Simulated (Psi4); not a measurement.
# [HSO3]− (SMILES O=[SH](=O)[O-]) at HF/6-311+G(d,p)

Aim: the vertical ionisation energy of [HSO3]− at HF/6-311+G**, from 2 runs. 

Program for the calculation: Psi4 1.11.

2 further runs of the same task are left out: 2 set aside as unsound or not needed.

## Step 1: The system as given

[HSO3]− has 5 atoms, charge -1, and is taken as a singlet. SMILES: `O=[SH](=O)[O-]`. The shape is that of a GFN2-xTB optimisation.

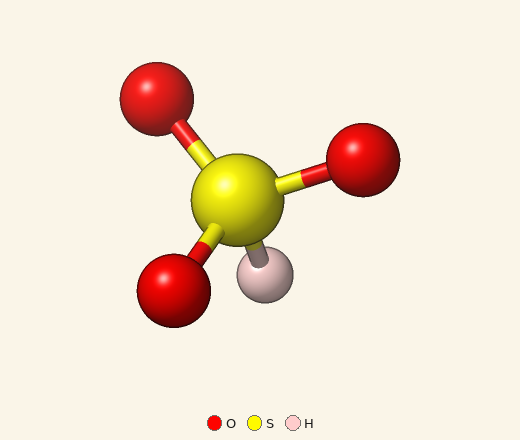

The structure, seen from a chosen angle (oxygen red, sulfur yellow, hydrogen pink).

## Step 2: Energy and gradient at HF/6-311+G(d,p)

input.dat

```
memory 1600 mb

molecule mol {
  -1 1
  O
  S 1 r2
  O 2 r3 1 a3
  O 2 r4 1 a4 3 d4
  H 2 r5 4 a5 1 d5

  r2 = 1.45669
  r3 = 1.456796
  a3 = 115.08939
  r4 = 1.456163
  a4 = 115.18274
  d4 = 137.68063
  r5 = 1.446821
  a5 = 102.89976
  d5 = -111.17962
  units angstrom
  symmetry c1
  no_reorient
  no_com
}

set globals {
  basis         6-311+G**
  puream        true
  e_convergence 1e-09
  d_convergence 1e-08
  scf_type      pk
}

e_tot, wfn = gradient("scf", return_wfn=True)
print_variables()
```

Run with:

```bash
$ psi4 -n 1 input.dat output.dat
```

output.dat:

```text
[...]
  Running in c1 symmetry.
[...]
  Nuclear repulsion =  192.274119635460181
[...]
  Multiplicity = 1
[...]
  Nalpha       = 21
  Nbeta        = 21
[...]
    Number of basis functions: 102
[...]
   @RHF iter   1:  -622.48640958364183    1.52398e-01   8.04813e-03 ADIIS/DIIS
[...]
   @RHF iter  12:  -622.73821932967144   -1.93268e-12   1.72146e-09 DIIS
[...]
    Orbital Energies [Eh]
    ---------------------
    Doubly Occupied:
       1A    -92.005037     2A    -20.343998     3A    -20.343805
       4A    -20.343779     5A     -8.976020     6A     -6.661886
       7A     -6.661878     8A     -6.660737     9A     -1.290548
      10A     -1.139040    11A     -1.138615    12A     -0.651290
      13A     -0.521125    14A     -0.465004    15A     -0.464950
      16A     -0.332898    17A     -0.332818    18A     -0.291019
      19A     -0.290770    20A     -0.257505    21A     -0.240969
[...]
  @RHF Final Energy:  -622.73821932967144
   => Energetics <=
    Nuclear Repulsion Energy =            192.2741196354601811
    One-Electron Energy =               -1251.1972979560825934
    Two-Electron Energy =                 436.1849589909509177
    Total Energy =                       -622.7382193296714377
[...]
 Multipole Moments:
 ------------------------------------------------------------------------------------
     Multipole            Electronic (a.u.)      Nuclear  (a.u.)        Total (a.u.)
 ------------------------------------------------------------------------------------
 L = 1.  Multiply by 2.5417464519 to convert [e a0] to [Debye]
 Dipole X            :          0.6728213           -1.3840612           -0.7112399
 Dipole Y            :         -0.2577196            0.5359270            0.2782074
 Dipole Z            :         -0.1641105            0.3408263            0.1767159
 Magnitude           :                                                    0.7838941
[...]
  -Total Gradient:
     Atom            X                  Y                   Z
    ------   -----------------  -----------------  -----------------
       1       -0.005815722617     0.002065608807    -0.015663470409
       2        0.043353702193    -0.015964512288    -0.010245607334
       3       -0.005819048738    -0.013422351493     0.008553093369
       4        0.004254650992     0.013370139927     0.008488758131
       5       -0.035973581829     0.013951115045     0.008867226241
[...]
```

It took 9 s on 1 thread of Intel Xeon Platinum 8488C (Sapphire Rapids), shared host; peak memory 0.4 GiB.

## Step 3: Doublet neutral HSO3, same level

calc.py

```python
import psi4

psi4.set_memory('1600 MB')
psi4.set_num_threads(1)
psi4.set_output_file('output.dat', False)

geom = psi4.geometry("""
0 2
O     -0.312090    -0.257600     1.424010
S     -0.060290    -0.072100     0.001290
O      0.698970    -1.139640    -0.636000
O     -1.190760     0.428710    -0.767890
H      0.864160     1.040630    -0.021410
symmetry c1
""")

psi4.set_options({
    'basis': '6-311+G**',
    'reference': 'uhf',
    'puream': True,
    'e_convergence': 1e-09,
    'd_convergence': 1e-08,
    'scf_type': 'pk',
    'maxiter': 200,
})

e = psi4.gradient("hf", molecule=geom)
print('gradient / Eh bohr^-1')
print(e.np.round(6))
```

Run with:

```bash
$ python calc.py
```

output.dat:

```text
[...]
  Running in c1 symmetry.
[...]
  Nuclear repulsion =  192.274096762066307
[...]
  Multiplicity = 2
[...]
  Nalpha       = 21
  Nbeta        = 20
[...]
    Number of basis functions: 102
[...]
   @UHF iter   1:  -622.26380085628432    3.75005e-01   7.64801e-03 ADIIS/DIIS
[...]
   @UHF iter  24:  -622.52318890093022    3.18323e-12   7.94638e-09 DIIS
[...]
   @S^2 Observed:                8.066172464E-01
[...]
    Orbital Energies [Eh]
    ---------------------
    Alpha Occupied:
       1A    -92.273043     2A    -20.642760     3A    -20.642341
       4A    -20.642290     5A     -9.248900     6A     -6.933664
       7A     -6.933651     8A     -6.933229     9A     -1.580296
      10A     -1.434894    11A     -1.434323    12A     -0.961756
      13A     -0.813038    14A     -0.745024    15A     -0.744920
      16A     -0.623896    17A     -0.623687    18A     -0.593598
      19A     -0.581787    20A     -0.581478    21A     -0.525015
    Alpha Virtual:
      22A      0.034429    23A      0.085457    24A      0.088746
      25A      0.088767    26A      0.152803    27A      0.198908
[...]
  @UHF Final Energy:  -622.52318890093022
   => Energetics <=
    Nuclear Repulsion Energy =            192.2740967620663071
    One-Electron Energy =               -1239.7645330002733317
    Two-Electron Energy =                 424.9672473372767172
    Total Energy =                       -622.5231889009302222
  UHF NO Occupations:
  HONO-2 :   19  A 1.9915924
  HONO-1 :   20  A 1.9890945
[...]
 Multipole Moments:
 ------------------------------------------------------------------------------------
     Multipole            Electronic (a.u.)      Nuclear  (a.u.)        Total (a.u.)
 ------------------------------------------------------------------------------------
 L = 1.  Multiply by 2.5417464519 to convert [e a0] to [Debye]
 Dipole X            :         -0.1670801            0.9727971            0.8057169
 Dipole Y            :         -0.1962539            1.1713635            0.9751096
 Dipole Z            :          0.0023736           -0.0240666           -0.0216930
 Magnitude           :                                                    1.2651044
[...]
  -Total Gradient:
     Atom            X                  Y                   Z
    ------   -----------------  -----------------  -----------------
       1       -0.017352315919    -0.019165951769     0.024309717639
       2        0.049533027023     0.060895005646    -0.001642365586
       3       -0.000303575609    -0.034061219492    -0.010313601152
       4       -0.031899112811    -0.007647920635    -0.012367364977
       5        0.000021977315    -0.000019913750     0.000013614075
[...]
```

Standard output:

```text
gradient / Eh bohr^-1
[[-1.7352e-02 -1.9166e-02  2.4310e-02]
 [ 4.9533e-02  6.0895e-02 -1.6420e-03]
 [-3.0400e-04 -3.4061e-02 -1.0314e-02]
 [-3.1899e-02 -7.6480e-03 -1.2367e-02]
 [ 2.2000e-05 -2.0000e-05  1.4000e-05]]
```

Run time: 14 s. Hardware: 1 thread of Intel Xeon Platinum 8488C (Sapphire Rapids), shared host; peak memory 0.4 GiB.

## Step 4: Summary of results

At HF/6-311+G**:

| quantity | value |
| --- | --- |
| singlet [HSO3]−: total energy | -622.73822 Eh |
| singlet [HSO3]−: HOMO energy | -6.56 eV |
| singlet [HSO3]−: LUMO energy | 5.69 eV |
| singlet [HSO3]−: HOMO–LUMO gap (to an unbound level, set by the basis) | 12.25 eV |
| singlet [HSO3]−: largest force on an atom | 2.433 eV/Å |
| doublet neutral HSO3: total energy | -622.52319 Eh |
| doublet neutral HSO3: dipole moment | 3.22 D |
| doublet neutral HSO3: HOMO energy (highest over α and β) | -13.18 eV |
| doublet neutral HSO3: LUMO energy (lowest over α and β) | -4.74 eV |
| doublet neutral HSO3: ⟨S²⟩ | 0.807 |
| doublet neutral HSO3: largest force on an atom | 4.037 eV/Å |
| vertical detachment energy (to the doublet neutral) | 5.851 eV |

What this shows: Removing an electron at fixed nuclei costs 5.85 eV (565 kJ/mol). The largest force (singlet [HSO3]−) is 2.43 eV/Å: the shape isn't a stationary point for this species at this level. −ε(HOMO) before ionisation, 6.56 eV, is 0.71 eV above this ionisation energy.
